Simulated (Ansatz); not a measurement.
BaMoO3, alloy series

The reference is BaMoO3 in the cubic perovskite structure (space group Pm-3m, No. 221; a = 4.009 Å; a cell from a computed database, its experimental status unchecked).

The other end (x = 1) is BeMoO3 in the cubic perovskite structure (space group Pm-3m, No. 221; a hypothetical phase, not in the database extracts checked): 11.37 Å³/atom, gap zero; this end may not be an ambient phase.

Be replaces a fraction x of Ba; each row is one arrangement (x, atoms in the cell, starting space group or random), fully relaxed.

Level of theory: Kohn–Sham DFT with the PBEsol functional, run in Ansatz (a program for electronic structure) with PAW and 420 eV plane waves, scalar-relativistic without spin-orbit coupling.

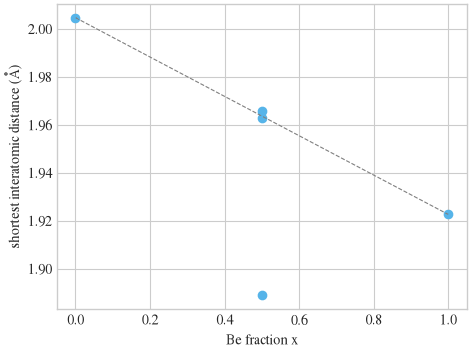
Shortest interatomic distance against Be fraction x; the dashed line joins the ends

| Be fraction x | shortest interatomic distance |
|---|---|
| x(Be) = 0.5, 10 atoms, P4/mmm (arrangement A) | 1.963 Å |
| x(Be) = 0.5, 10 atoms, Fm-3m | 1.966 Å |
| x(Be) = 0.5, 10 atoms, P4/mmm (arrangement B) | 1.889 Å |

Other magnetic orders, which the real material may have, were not ruled out. These are small ordered cells, not random alloys; other orderings at the same x differ. Whether these cells are dynamically stable was not tested. No Hubbard U is applied, and correlation can decide whether such a compound is a metal. Spin-polarised in the final run: BaBeMo2O6; the other runs are not. Many cubic perovskites are stable only at high temperature; tilts and polar distortions were not tested.
